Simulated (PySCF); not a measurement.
# SiSe (SMILES [Si][Se]) at 6 levels

Aim: a comparison of 6 runs (CAM-B3LYP/STO-3G, B3LYP/6-31G*, PBE0/def2-SVP, TPSSh/6-31G**, B3LYP/pcseg-2) of SiSe. Input form: a Python script.

The results are computed with PySCF 2.14.0.

## Step 1: The system as given

SiSe has 2 atoms, charge 0, and is taken as a singlet. As SMILES, `[Si][Se]`. The coordinates come from a PBE0-D4/def2-TZVP relaxation.

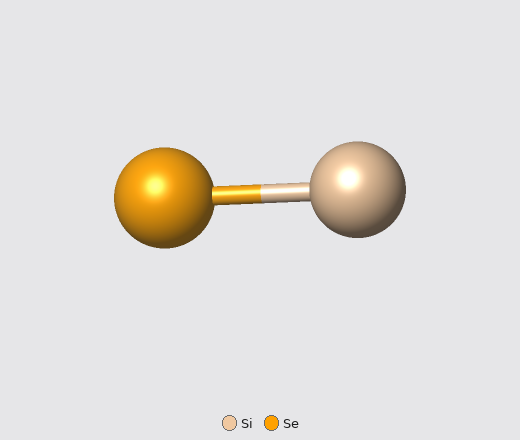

Viewed from a chosen angle; silicon light orange, selenium orange.

## Step 2: Energy and forces at CAM-B3LYP/STO-3G (run 1)

Input file input.xyz:

```xyz
2
SeSi
Si     0.000000     0.000000     0.031440
Se     0.000000     0.000000     2.093090
```

Input file job.py:

```python
from pyscf import gto, dft

mol = gto.M(
    atom='input.xyz',
    max_memory=1860,
    basis='sto-3g',
    verbose=4,
)

myscf = dft.RKS(mol, xc='cam-b3lyp')
myscf.conv_tol = 1e-10
myscf.grids.level = 5
myscf.kernel()
if not myscf.converged:
    myscf = myscf.newton().run(myscf.mo_coeff, myscf.mo_occ)

etot = myscf.e_tot
print(f'total energy: {etot:.8f} hartree')
grad = myscf.nuc_grad_method().kernel()
dip = myscf.dip_moment()
pop, q = myscf.mulliken_pop()
```

On the command line:

```console
$ OMP_NUM_THREADS=1 python job.py
```

Output:

```text
PySCF version 2.14.0

[INPUT] num. atoms = 2
[INPUT] num. electrons = 48
[INPUT] charge = 0
[INPUT] spin (= nelec alpha-beta = 2S) = 0
[INPUT] symmetry False subgroup None
[INPUT] Mole.unit = angstrom
[INPUT] Symbol           X                Y                Z      unit          X                Y                Z       unit  Magmom
[INPUT]  1 Si     0.000000000000   0.000000000000   0.031440000000 AA    0.000000000000   0.000000000000   0.059412989356 Bohr   0.0
[INPUT]  2 Se     0.000000000000   0.000000000000   2.093090000000 AA    0.000000000000   0.000000000000   3.955366854066 Bohr   0.0

nuclear repulsion = 122.178038172299
number of shells = 13
number of NR pGTOs = 81
number of NR cGTOs = 27
basis = sto-3g
ecp = {}

[... 51 lines left out ...]
converged SCF energy = -2661.0333027286
total energy: -2661.03330273 hartree
[... 1 line left out ...]
******** <class 'pyscf.grad.rks.Gradients'> for <class 'pyscf.dft.rks.RKS'> ********
unit = Eh/Bohr
grid_response = False
--------------- RKS gradients ---------------
         x                y                z
0 Si     0.0000000000    -0.0000000000    -0.0252795903
1 Se    -0.0000000000    -0.0000000000     0.0252813266
----------------------------------------------
Dipole moment(X, Y, Z, Debye): -0.00000, -0.00000, -2.59765
 ** Mulliken pop  **
pop of  0 Si 1s           1.99992
pop of  0 Si 2s           1.99719
pop of  0 Si 3s           1.90195
pop of  0 Si 2px          1.95386
pop of  0 Si 2py          1.95386
pop of  0 Si 2pz          1.96122
pop of  0 Si 3px          0.51133
pop of  0 Si 3py          0.51133
pop of  0 Si 3pz          0.88351
pop of  1 Se 1s           2.00000
pop of  1 Se 2s           1.99977
pop of  1 Se 3s           1.99943
pop of  1 Se 4s           1.94757
pop of  1 Se 2px          1.99986
pop of  1 Se 2py          1.99986
pop of  1 Se 2pz          1.99975
pop of  1 Se 3px          1.99161
pop of  1 Se 3py          1.99161
pop of  1 Se 3pz          1.98540
pop of  1 Se 4px          1.54401
pop of  1 Se 4py          1.54401
pop of  1 Se 4pz          1.33038
pop of  1 Se 3dxy         2.00000
pop of  1 Se 3dyz         1.99934
pop of  1 Se 3dz^2        1.99392
pop of  1 Se 3dxz         1.99934
pop of  1 Se 3dx2-y2      2.00000
 ** Mulliken atomic charges  **
charge of    0Si =      0.32583
charge of    1Se =     -0.32583
```

Wall time 12 s (1 thread of Intel Xeon at 2.50GHz (Skylake/Cascade Lake), shared host); peak memory 0.33 GiB.

## Step 3: Energy and gradient at B3LYP/6-31G(d) (spherical functions) (run 2)

Input file start.xyz:

```xyz
2

Si     0.000000     0.000000     0.031440
Se     0.000000     0.000000     2.093090
```

Input file input.py:

```python
# SiSe
import pyscf.grad
from pyscf import gto, dft

system = gto.Mole()
system.atom = 'start.xyz'
system.basis = '6-31g*'
system.verbose = 4
system.spin = 0
system.max_memory = 1860
system.build()

calc0 = dft.RKS(system)
calc0.xc = 'b3lyp'
calc0.grids.level = 5
calc0.conv_tol = 1e-10
calc0.kernel()
if not calc0.converged:
    calc0 = calc0.newton().run(calc0.mo_coeff, calc0.mo_occ)

energy = calc0.e_tot
print(f'total energy: {energy:.8f} hartree')
grad = calc0.Gradients().kernel()
calc0.analyze()
```

On the command line:

```console
$ OMP_NUM_THREADS=1 python input.py
```

Output:

```text
PySCF version 2.14.0

[INPUT] num. atoms = 2
[INPUT] num. electrons = 48
[INPUT] charge = 0
[INPUT] spin (= nelec alpha-beta = 2S) = 0
[INPUT] symmetry False subgroup None
[INPUT] Mole.unit = angstrom
[INPUT] Symbol           X                Y                Z      unit          X                Y                Z       unit  Magmom
[INPUT]  1 Si     0.000000000000   0.000000000000   0.031440000000 AA    0.000000000000   0.000000000000   0.059412989356 Bohr   0.0
[INPUT]  2 Se     0.000000000000   0.000000000000   2.093090000000 AA    0.000000000000   0.000000000000   3.955366854066 Bohr   0.0

nuclear repulsion = 122.178038172299
number of shells = 20
number of NR pGTOs = 146
number of NR cGTOs = 50
basis = 6-31g*
ecp = {}

[... 65 lines left out ...]
Total Energy =                       -2690.794258902429192
[... 4 lines left out ...]
DFT Exchange-Correlation Energy =     -108.060670037751009
[... 6 lines left out ...]
MO #5   energy= -52.13962796938    occ= 2
[... 4 lines left out ...]
MO #10  energy= -5.7665900200105   occ= 2
[... 4 lines left out ...]
MO #15  energy= -2.10098619555064  occ= 2
[... 4 lines left out ...]
MO #20  energy= -0.697788835866202 occ= 2
[... 4 lines left out ...]
MO #25  energy= -0.0949888081644178 occ= 0
[... 4 lines left out ...]
MO #30  energy= 0.228436343590849  occ= 0
[... 4 lines left out ...]
MO #35  energy= 0.399459935894511  occ= 0
[... 4 lines left out ...]
MO #40  energy= 0.611414968405299  occ= 0
[... 4 lines left out ...]
MO #45  energy= 1.13776281196946   occ= 0
[... 4 lines left out ...]
MO #50  energy= 4.45416037898294   occ= 0
[... 16 lines left out ...]
pop of  0 Si 3dyz         0.00681
pop of  0 Si 3dz^2        0.00917
pop of  0 Si 3dxz         0.00681
pop of  0 Si 3dx2-y2      0.00000
pop of  1 Se 1s           2.00000
pop of  1 Se 2s           1.99998
pop of  1 Se 3s           1.99977
pop of  1 Se 4s           1.80855
pop of  1 Se 5s           0.00786
pop of  1 Se 2px          2.00000
pop of  1 Se 2py          2.00000
pop of  1 Se 2pz          2.00000
pop of  1 Se 3px          1.99989
pop of  1 Se 3py          1.99989
pop of  1 Se 3pz          1.99990
pop of  1 Se 4px          1.48407
pop of  1 Se 4py          1.48407
pop of  1 Se 4pz          1.39214
pop of  1 Se 5px          0.00058
pop of  1 Se 5py          0.00058
pop of  1 Se 5pz          0.00948
pop of  1 Se 3dxy         1.99982
pop of  1 Se 3dyz         1.99976
pop of  1 Se 3dz^2        1.99968
pop of  1 Se 3dxz         1.99976
pop of  1 Se 3dx2-y2      1.99982
pop of  1 Se 4dxy         0.00017
pop of  1 Se 4dyz         0.00519
pop of  1 Se 4dz^2        0.00961
pop of  1 Se 4dxz         0.00519
pop of  1 Se 4dx2-y2      0.00017
pop of  1 Se 5dxy         0.00001
pop of  1 Se 5dyz         0.00020
pop of  1 Se 5dz^2        0.00035
pop of  1 Se 5dxz         0.00020
pop of  1 Se 5dx2-y2      0.00001
 ** Mulliken atomic charges  **
charge of    0Si =      0.20673
charge of    1Se =     -0.20673
Dipole moment(X, Y, Z, Debye): -0.00000, -0.00000, -1.40689
```

Wall time 18 s (1 thread of Intel Xeon at 2.50GHz (Skylake/Cascade Lake), shared host); peak memory 0.51 GiB.

Run 3 isn't shown in full; the table further down has it.

## Step 4: Energy and forces at TPSSh/6-31G(d,p) (spherical functions) (run 4)

input.xyz is that of step 2.

Input file run.py:

```python
from pyscf import gto, dft

mol = gto.Mole()
mol.atom = 'input.xyz'
mol.max_memory = 1860
mol.verbose = 4
mol.basis = '6-31g**'
mol.charge = 0
mol.build()

mf = dft.RKS(mol, xc='tpssh')
mf.grids.level = 5
mf.conv_tol = 1e-10
mf.kernel()
if not mf.converged:
    mf = mf.newton().run(mf.mo_coeff, mf.mo_occ)

e_final = mf.e_tot
print(f'total energy: {e_final:.8f} hartree')
grad = mf.nuc_grad_method().kernel()
dip = mf.dip_moment()
pop, q = mf.mulliken_pop()
```

On the command line:

```console
$ OMP_NUM_THREADS=1 python run.py
```

Output:

```text
PySCF version 2.14.0

[INPUT] num. atoms = 2
[INPUT] num. electrons = 48
[INPUT] charge = 0
[INPUT] spin (= nelec alpha-beta = 2S) = 0
[INPUT] symmetry False subgroup None
[INPUT] Mole.unit = angstrom
[INPUT] Symbol           X                Y                Z      unit          X                Y                Z       unit  Magmom
[INPUT]  1 Si     0.000000000000   0.000000000000   0.031440000000 AA    0.000000000000   0.000000000000   0.059412989356 Bohr   0.0
[INPUT]  2 Se     0.000000000000   0.000000000000   2.093090000000 AA    0.000000000000   0.000000000000   3.955366854066 Bohr   0.0

nuclear repulsion = 122.178038172299
number of shells = 20
number of NR pGTOs = 146
number of NR cGTOs = 50
basis = 6-31g**
ecp = {}

[... 50 lines left out ...]
converged SCF energy = -2690.6865903574
total energy: -2690.68659036 hartree
[... 9 lines left out ...]
Dipole moment(X, Y, Z, Debye):  0.00000, -0.00000, -1.28211
[... 14 lines left out ...]
pop of  0 Si 3dxy        -0.00000
pop of  0 Si 3dyz         0.01970
pop of  0 Si 3dz^2        0.02804
pop of  0 Si 3dxz         0.01970
pop of  0 Si 3dx2-y2     -0.00000
pop of  1 Se 1s           1.99997
pop of  1 Se 2s           1.99954
pop of  1 Se 3s           1.99917
pop of  1 Se 4s           1.58561
pop of  1 Se 5s           0.34549
pop of  1 Se 2px          1.99975
pop of  1 Se 2py          1.99975
pop of  1 Se 2pz          1.99971
pop of  1 Se 3px          1.99512
pop of  1 Se 3py          1.99512
pop of  1 Se 3pz          1.99513
pop of  1 Se 4px          1.04422
pop of  1 Se 4py          1.04422
pop of  1 Se 4pz          1.08926
pop of  1 Se 5px          0.45477
pop of  1 Se 5py          0.45477
pop of  1 Se 5pz          0.20118
pop of  1 Se 3dxy         1.38200
pop of  1 Se 3dyz         1.38159
pop of  1 Se 3dz^2        1.38158
pop of  1 Se 3dxz         1.38159
pop of  1 Se 3dx2-y2      1.38200
pop of  1 Se 4dxy         0.58599
pop of  1 Se 4dyz         0.58568
pop of  1 Se 4dz^2        0.58508
pop of  1 Se 4dxz         0.58568
pop of  1 Se 4dx2-y2      0.58598
pop of  1 Se 5dxy         0.03201
pop of  1 Se 5dyz         0.04479
pop of  1 Se 5dz^2        0.04941
pop of  1 Se 5dxz         0.04479
pop of  1 Se 5dx2-y2      0.03201
 ** Mulliken atomic charges  **
charge of    0Si =      0.24297
charge of    1Se =     -0.24297
```

It took 18 s on 1 thread of Intel Xeon at 2.50GHz (Skylake/Cascade Lake), shared host; peak memory 0.52 GiB.

Run 5 isn't shown in full; the table further down has it.

## Step 5: Energy and forces at B3LYP/pcseg-2 (run 6)

Input file job.py:

```python
from pyscf import gto, dft

mol = gto.Mole()
mol.atom = 'Si 0.000000 0.000000 0.031440; Se -0.000000 -0.000000 2.093090'
mol.basis = 'pcseg-2'
mol.verbose = 4
mol.charge = 0
mol.max_memory = 1860
mol.build()

mf = dft.RKS(mol)
mf.xc = 'b3lyp'
mf.grids.level = 5
mf.conv_tol = 1e-10
mf.kernel()
if not mf.converged:
    mf = mf.newton().run(mf.mo_coeff, mf.mo_occ)

energy = mf.e_tot
print('E = %.10f Eh' % energy)
grad = mf.nuc_grad_method().kernel()
dip = mf.dip_moment()
pop, q = mf.mulliken_pop()
```

On the command line:

```console
$ OMP_NUM_THREADS=1 python job.py
```

Output:

```text
PySCF version 2.14.0

[INPUT] num. atoms = 2
[INPUT] num. electrons = 48
[INPUT] charge = 0
[INPUT] spin (= nelec alpha-beta = 2S) = 0
[INPUT] symmetry False subgroup None
[INPUT] Mole.unit = angstrom
[INPUT] Symbol           X                Y                Z      unit          X                Y                Z       unit  Magmom
[INPUT]  1 Si     0.000000000000   0.000000000000   0.031440000000 AA    0.000000000000   0.000000000000   0.059412989356 Bohr   0.0
[INPUT]  2 Se     0.000000000000   0.000000000000   2.093090000000 AA    0.000000000000   0.000000000000   3.955366854066 Bohr   0.0

nuclear repulsion = 122.178038172299
number of shells = 8
number of NR pGTOs = 181
number of NR cGTOs = 77
basis = pcseg-2
ecp = {}

[... 53 lines left out ...]
converged SCF energy = -2691.17325473883
[... 10 lines left out ...]
Dipole moment(X, Y, Z, Debye): -0.00000, -0.00000, -1.51860
[... 41 lines left out ...]
pop of  1 Se 2px          1.99966
pop of  1 Se 2py          1.99966
pop of  1 Se 2pz          1.99966
pop of  1 Se 3px          1.97091
pop of  1 Se 3py          1.97091
pop of  1 Se 3pz          1.97207
pop of  1 Se 4px          0.31621
pop of  1 Se 4py          0.31621
pop of  1 Se 4pz          0.34662
pop of  1 Se 5px          0.81923
pop of  1 Se 5py          0.81923
pop of  1 Se 5pz          0.82715
pop of  1 Se 6px          0.40612
pop of  1 Se 6py          0.40612
pop of  1 Se 6pz          0.23394
pop of  1 Se 3dxy         1.93544
pop of  1 Se 3dyz         1.93479
pop of  1 Se 3dz^2        1.93430
pop of  1 Se 3dxz         1.93479
pop of  1 Se 3dx2-y2      1.93544
pop of  1 Se 4dxy         0.06409
pop of  1 Se 4dyz         0.06729
pop of  1 Se 4dz^2        0.07250
pop of  1 Se 4dxz         0.06729
pop of  1 Se 4dx2-y2      0.06409
pop of  1 Se 5dxy         0.00046
pop of  1 Se 5dyz         0.01847
pop of  1 Se 5dz^2        0.01731
pop of  1 Se 5dxz         0.01847
pop of  1 Se 5dx2-y2      0.00046
pop of  1 Se 4f-3         0.00000
pop of  1 Se 4f-2         0.00000
pop of  1 Se 4f-1         0.00188
pop of  1 Se 4f+0         0.00236
pop of  1 Se 4f+1         0.00188
pop of  1 Se 4f+2         0.00000
pop of  1 Se 4f+3         0.00000
 ** Mulliken atomic charges  **
charge of    0Si =      0.37502
charge of    1Se =     -0.37502
```

Wall time 44 s (1 thread of Intel Xeon at 2.50GHz (Skylake/Cascade Lake), shared host); peak memory 0.74 GiB.

## Step 6: All runs side by side

```
run                                level  Cartesian functions   energy (Eh)  dipole moment (D)  HOMO energy (eV)  LUMO energy (eV)  wall time
  1                     CAM-B3LYP/STO-3G                   no  -2661.033303               2.60             -5.71              2.91       12 s
  2   B3LYP/6-31G* (spherical functions)                   no  -2690.794259               1.41             -7.58             -2.58       18 s
  3                        PBE0/def2-SVP                   no  -2690.265101               1.21             -7.79             -2.38       15 s
  4  TPSSh/6-31G** (spherical functions)                   no  -2690.686590               1.28             -7.28             -2.88       18 s
  5   B3LYP/6-31G* (Cartesian functions)                  yes  -2690.803650               1.40             -7.58             -2.58       18 s
  6                        B3LYP/pcseg-2                   no  -2691.173255               1.52             -7.57             -2.61       44 s
```

## Step 7: Results

```
                       quantity           value
            run 6: total energy  -2691.17325 Eh
           run 6: dipole moment          1.52 D
             run 6: HOMO energy        -7.57 eV
             run 6: LUMO energy        -2.61 eV
           run 6: HOMO–LUMO gap         4.96 eV
run 6: largest force on an atom      0.325 eV/Å
```

**Reading.** The dipole moment (its size) runs from 1.21 D (PBE0/def2-SVP) to 2.60 D (CAM-B3LYP/STO-3G). The two ends differ in method and basis. The HOMO–LUMO gap runs from 4.40 eV (TPSSh/6-31G**) to 8.62 eV (CAM-B3LYP/STO-3G). Totals of different functionals can't be ranked against each other. In run 1 the basis is minimal, so the values are rough. All runs together took 2.1 min, the longest 44 s.
